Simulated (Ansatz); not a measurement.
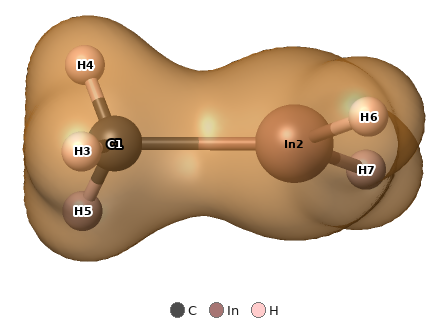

*CH₅In. Isosurface of the electron density at 0.2 e/Å³ (orange), seen from one side.*

Geometry: PBE0-D4/def2-TZVP; core potentials replace the inner electrons of In.

These are results of RKS PBE0-D4/def2-TZVPP in Ansatz, not measurements.

Input file:

```
crystal:
  periodic: [false, false, false]
  atoms:
    - {symbol: C, position_ang: [-0.528509, -0.700605, -0.498646]}
    - {symbol: In, position_ang: [0.594323, 0.783777, 0.583979]}
    - {symbol: H, position_ang: [-1.415557, -1.012395, 0.052481]}
    - {symbol: H, position_ang: [-0.848333, -0.279993, -1.455857]}
    - {symbol: H, position_ang: [0.091188, -1.573000, -0.711992]}
    - {symbol: H, position_ang: [-0.133531, 1.676965, 1.874912]}
    - {symbol: H, position_ang: [2.240419, 1.105250, 0.155123]}
basis:
  gaussian: {orbitals: def2-TZVPP}
hamiltonian: {xc: pbe0, dispersion: d4}
output: {orbitals: {seedname: orbitals}}
```

Run with:

```sh
ansatz run in.yaml --threads 2 --pin off --events-out ev --progress --plain --max-ram 32768MiB --backend cpu
```

How is the density connected at this value?

At this value the surface is in one piece. It bridges the sampled C–In (2.15 Å), C–H (1.09 Å) and In–H (1.73 Å) contacts, where the density stays above the isovalue. On the grid the lowest density along these lines, outside the cores, is 0.67 e/Å³ (C–In, 2.15 Å), 1.9 e/Å³ (C–H, 1.09 Å) and 0.7 e/Å³ (In–H, 1.73 Å).
